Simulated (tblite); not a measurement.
# Geometry relaxation of C7H14GeO (part 3 of 3)

Continued. System: C7H14GeO. Method: GFN2-xTB geometry optimisation, gas phase (tblite 0.8.0). It belongs to a series of runs on one base structure; here: H on Ge replaced by iPr.

### Trajectory as extended XYZ, continued
```
23
Properties=species:S:1:pos:R:3:forces:R:3 step=136 energy=-764.58538
C     3.0692   -0.5327   -0.8231    0.0020   0.0140   0.0010
C     2.1604    0.2826   -0.3169   -0.0070  -0.0130   0.0100
C     2.1406    0.6919    1.1352   -0.0060  -0.0030   0.0160
O     0.8235    0.8240    1.6263    0.0100  -0.0110  -0.0050
Ge   -0.3874    1.0810    0.3249    0.0010   0.0060   0.0040
C    -1.9137   -0.2250    0.5420   -0.0180  -0.0050  -0.0150
C    -1.4162   -1.6618    0.5098    0.0030  -0.0010   0.0010
C    -2.9699    0.0273   -0.5249   -0.0110   0.0060  -0.0100
C     1.0183    0.8680   -1.0866    0.0120   0.0000  -0.0080
H     3.0706   -0.8051   -1.8653   -0.0100  -0.0090   0.0030
H     3.8638   -0.9378   -0.2195   -0.0050  -0.0030  -0.0050
H     2.6674    1.6513    1.2408   -0.0040   0.0010   0.0070
H     2.6564   -0.0481    1.7542   -0.0040  -0.0010   0.0000
H    -0.8811    2.5279    0.4629   -0.0130   0.0050   0.0020
H    -2.3547   -0.0258    1.5231    0.0220   0.0000   0.0020
H    -0.6743   -1.8243    1.2892    0.0240   0.0170   0.0010
H    -0.9611   -1.8900   -0.4534    0.0000   0.0020   0.0000
H    -2.2400   -2.3565    0.6721    0.0020   0.0080  -0.0100
H    -3.8393   -0.6078   -0.3595    0.0070   0.0050   0.0000
H    -2.5743   -0.1854   -1.5165   -0.0020  -0.0100   0.0160
H    -3.2930    1.0670   -0.5052   -0.0110  -0.0030   0.0040
H     1.2880    1.8577   -1.4632    0.0060   0.0050  -0.0080
H     0.7421    0.2484   -1.9363    0.0000  -0.0090  -0.0020
23
Properties=species:S:1:pos:R:3:forces:R:3 step=144 energy=-764.58688
C     3.0439   -0.5611   -0.8036   -0.0110  -0.0100   0.0030
C     2.1553    0.2804   -0.3047    0.0030  -0.0050  -0.0090
C     2.1391    0.7105    1.1410   -0.0110  -0.0020   0.0000
O     0.8217    0.8698    1.6234   -0.0090  -0.0090   0.0060
Ge   -0.3885    1.0952    0.3138    0.0010   0.0020  -0.0020
C    -1.8986   -0.2279    0.5367   -0.0180  -0.0050  -0.0050
C    -1.3929   -1.6608    0.4793    0.0120  -0.0020  -0.0060
C    -2.9766    0.0291   -0.5068   -0.0080  -0.0010  -0.0090
C     1.0266    0.8746   -1.0871    0.0040  -0.0020  -0.0060
H     3.0242   -0.8499   -1.8413    0.0190  -0.0040   0.0000
H     3.8333   -0.9795   -0.2027   -0.0050   0.0040   0.0070
H     2.6789    1.6636    1.2365    0.0010   0.0030   0.0060
H     2.6415   -0.0289    1.7719   -0.0060   0.0020  -0.0050
H    -0.9162    2.5312    0.4397    0.0150   0.0080   0.0010
H    -2.3190   -0.0466    1.5299   -0.0070   0.0110   0.0050
H    -0.6457   -1.8272    1.2527    0.0150  -0.0060   0.0030
H    -0.9404   -1.8744   -0.4881    0.0060   0.0130  -0.0170
H    -2.2127   -2.3624    0.6324    0.0130   0.0070   0.0130
H    -3.8362   -0.6180   -0.3369    0.0080   0.0000   0.0070
H    -2.5935   -0.1677   -1.5064   -0.0120   0.0020   0.0030
H    -3.3126    1.0643   -0.4677    0.0080  -0.0080   0.0020
H     1.3084    1.8605   -1.4654   -0.0020  -0.0020   0.0060
H     0.7554    0.2520   -1.9363   -0.0140   0.0040  -0.0030
23
Properties=species:S:1:pos:R:3:forces:R:3 step=153 energy=-764.58930
C     3.0137   -0.5934   -0.7825   -0.0080   0.0180   0.0020
C     2.1361    0.2683   -0.2967    0.0260   0.0100  -0.0180
C     2.1158    0.7048    1.1488   -0.0160  -0.0160  -0.0120
O     0.8005    0.9288    1.6097   -0.0030  -0.0080   0.0270
Ge   -0.3984    1.1284    0.2882    0.0070   0.0260   0.0090
C    -1.8797   -0.2203    0.5306   -0.0320   0.0090  -0.0070
C    -1.3389   -1.6393    0.4495   -0.0030   0.0020  -0.0160
C    -2.9904    0.0195   -0.4824   -0.0060   0.0090  -0.0250
C     1.0274    0.8804   -1.0953    0.0120  -0.0060   0.0100
H     3.0030   -0.8862   -1.8197    0.0010   0.0020   0.0210
H     3.7922   -1.0204   -0.1726   -0.0220   0.0050   0.0090
H     2.6975    1.6319    1.2612   -0.0010  -0.0300  -0.0320
H     2.5703   -0.0607    1.7857    0.0030   0.0180  -0.0030
H    -0.9340    2.5628    0.3983    0.0140  -0.0080  -0.0020
H    -2.2808   -0.0534    1.5337   -0.0070  -0.0050   0.0270
H    -0.5815   -1.8038    1.2137    0.0090   0.0200  -0.0030
H    -0.8895   -1.8231   -0.5255   -0.0030  -0.0150  -0.0130
H    -2.1414   -2.3608    0.5986    0.0090  -0.0160   0.0040
H    -3.8298   -0.6506   -0.2995    0.0150   0.0150   0.0170
H    -2.6321   -0.1541   -1.4953    0.0090  -0.0090   0.0040
H    -3.3470    1.0469   -0.4214   -0.0100  -0.0170   0.0030
H     1.3305    1.8606   -1.4721    0.0010  -0.0100   0.0030
H     0.7515    0.2604   -1.9449    0.0050   0.0050  -0.0060
23
Properties=species:S:1:pos:R:3:forces:R:3 step=162 energy=-764.59278
C     2.9692   -0.6485   -0.7378   -0.0330   0.0000   0.0130
C     2.1173    0.2543   -0.2816    0.0220   0.0010  -0.0180
C     2.0970    0.7204    1.1541    0.0140  -0.0040  -0.0270
O     0.7835    0.9712    1.6050   -0.0080   0.0010   0.0020
Ge   -0.4035    1.1569    0.2685    0.0030   0.0210   0.0020
C    -1.8593   -0.2188    0.5177   -0.0180   0.0000  -0.0150
C    -1.2834   -1.6202    0.3818   -0.0030  -0.0080   0.0050
C    -3.0123    0.0118   -0.4478   -0.0130   0.0150  -0.0140
C     1.0382    0.8943   -1.0977    0.0080  -0.0120   0.0030
H     2.9636   -0.9669   -1.7676   -0.0010   0.0180   0.0240
H     3.7170   -1.0934   -0.1026   -0.0110   0.0120  -0.0090
H     2.6911    1.6414    1.2383    0.0000   0.0130   0.0090
H     2.5430   -0.0307    1.8129    0.0010  -0.0080  -0.0080
H    -0.9458    2.5891    0.3693    0.0100  -0.0110  -0.0040
H    -2.2269   -0.0860    1.5395    0.0100  -0.0090   0.0030
H    -0.4721   -1.7640    1.0931    0.0150  -0.0080   0.0050
H    -0.8932   -1.7840   -0.6225   -0.0110   0.0150   0.0060
H    -2.0491   -2.3700    0.5763   -0.0010  -0.0100   0.0050
H    -3.8378   -0.6620   -0.2209    0.0100   0.0020  -0.0150
H    -2.6967   -0.1649   -1.4745    0.0000  -0.0050   0.0180
H    -3.3745    1.0364   -0.3760   -0.0060  -0.0050   0.0070
H     1.3642    1.8727   -1.4596    0.0120  -0.0120   0.0130
H     0.7655    0.2881   -1.9578    0.0010  -0.0040  -0.0040
23
Properties=species:S:1:pos:R:3:forces:R:3 step=170 energy=-764.59346
C     2.9400   -0.6801   -0.7128    0.0050   0.0040  -0.0020
C     2.1107    0.2507   -0.2738   -0.0020   0.0020  -0.0010
C     2.0963    0.7408    1.1527    0.0010   0.0010  -0.0030
O     0.7820    0.9936    1.6028    0.0010  -0.0040   0.0020
Ge   -0.4045    1.1644    0.2631    0.0040   0.0050   0.0020
C    -1.8500   -0.2235    0.5155   -0.0040   0.0020   0.0000
C    -1.2639   -1.6178    0.3507    0.0000   0.0000  -0.0010
C    -3.0176    0.0128   -0.4308   -0.0040   0.0000   0.0000
C     1.0422    0.8958   -1.0976    0.0060   0.0010  -0.0040
H     2.9285   -1.0115   -1.7378   -0.0030  -0.0050   0.0050
H     3.6799   -1.1286   -0.0715   -0.0050   0.0040  -0.0020
H     2.6856    1.6665    1.2207    0.0030   0.0000   0.0040
H     2.5475    0.0013    1.8209   -0.0030  -0.0010   0.0040
H    -0.9514    2.5948    0.3545    0.0040  -0.0050  -0.0030
H    -2.2011   -0.1095    1.5450   -0.0030   0.0030   0.0030
H    -0.4374   -1.7644    1.0442    0.0040  -0.0030   0.0010
H    -0.8909   -1.7599   -0.6629   -0.0030  -0.0060  -0.0060
H    -2.0179   -2.3791    0.5472    0.0000   0.0010   0.0050
H    -3.8351   -0.6701   -0.2043   -0.0010  -0.0070  -0.0020
H    -2.7135   -0.1494   -1.4629    0.0030   0.0080   0.0010
H    -3.3866    1.0332   -0.3396    0.0000  -0.0010   0.0010
H     1.3794    1.8731   -1.4513   -0.0030   0.0040  -0.0030
H     0.7729    0.2938   -1.9617    0.0000  -0.0020   0.0000
```

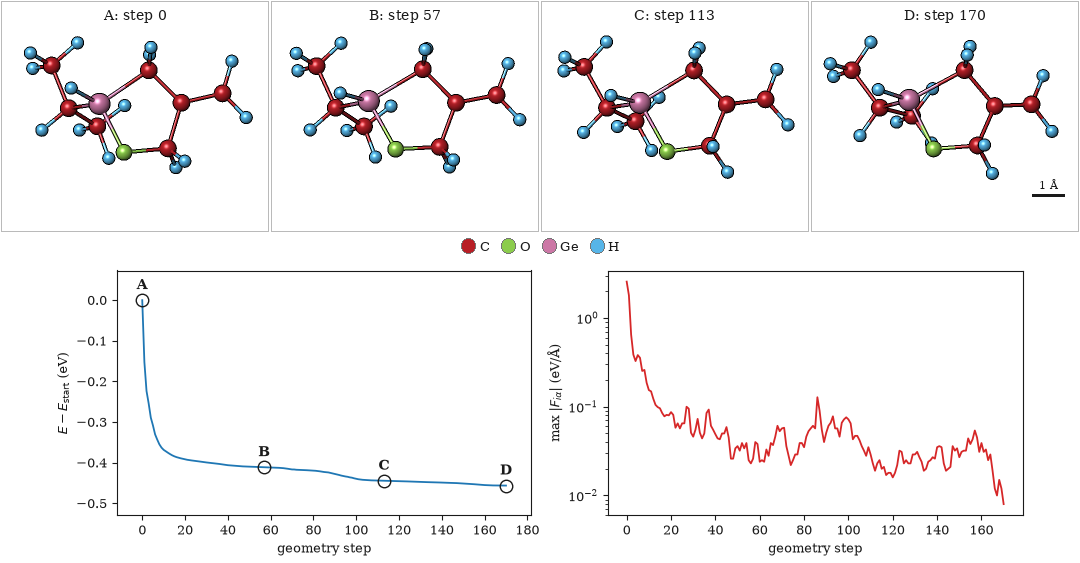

**Figure 1.** Frames of the relaxation (ball-and-stick view, seen at a tilt) above the curves, on which the letters mark them (steps are counted from 0).

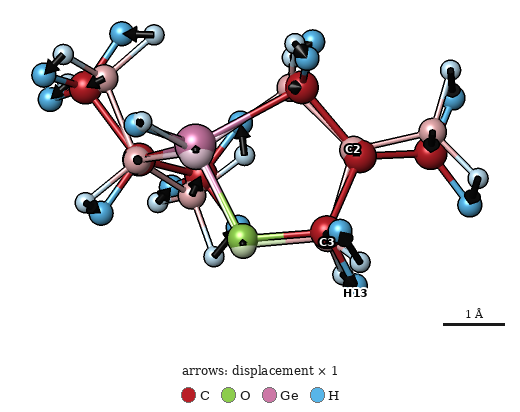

**Figure 2.** Start (faint) and end (solid) with the displacements as black arrows, at true length (ball-and-stick view, seen at a tilt). The two geometries are laid on each other by the best rigid fit. The atom that moves furthest after the best rigid fit is H13 (0.93 Å). Largest moves by element: H 0.93 Å, C 0.58 Å, Ge 0.13 Å, O 0.11 Å. Among the contacts that change: Ge5–C9 1.904 → 2.004 Å, Ge5–C6 1.958 → 2.020 Å, C2–C9 1.468 → 1.495 Å, C1–C2 1.348 → 1.322 Å. Among the angles that change: C6–Ge5–C9 111.8° → 120.6°, O4–Ge5–C9 98.4° → 91.0°, C3–C2–C9 118.6° → 112.0°. The energy falls by 0.456 eV in 170 geometry steps. The largest force component goes from 2.6 to 0.008 eV/Å. (Atoms are counted from 1 in the order of the input.)

This output came from the following input.

### The input
```
{"job": {"kind": "relax", "xc": "GFN2-xTB", "basis": "xTB"}, "charge": 0, "multiplicity": 1}
C      3.071200    -0.188800    -0.978900
C      1.985700     0.285300    -0.336200
C      1.965400     0.320700     1.194100
O      0.809800     0.972800     1.712000
Ge    -0.354000     1.180000     0.386000
C     -1.832400    -0.093100     0.548000
C     -1.284500    -1.508700     0.715900
C     -2.740700     0.009100    -0.661700
C      0.797700     0.743000    -1.066300
H      3.075400    -0.224900    -2.058800
H      3.930500    -0.537200    -0.433400
H      2.851300     0.861300     1.558400
H      1.992700    -0.712700     1.593300
H     -0.849000     2.645200     0.294600
H     -2.410500     0.186800     1.461200
H     -0.641800    -1.565500     1.633400
H     -0.688800    -1.811400    -0.164500
H     -2.125500    -2.233300     0.850600
H     -3.610100    -0.682400    -0.542400
H     -2.193700    -0.259100    -1.588900
H     -3.142900     1.045200    -0.758700
H      1.022300     1.651400    -1.669900
H      0.367000    -0.056800    -1.677800
```

The first line tells a small driver script what to run in tblite; the rest is the geometry in Å.

Command:
```bash
OMP_NUM_THREADS=1 python <driver script> task.json out
```

### Results in brief

```tsv
quantity	value
outcome	converged
total energy	−764.5935 eV
hardware	1 CPU thread, shared host
wall time	2.9 s
peak memory	0.18 GiB
```
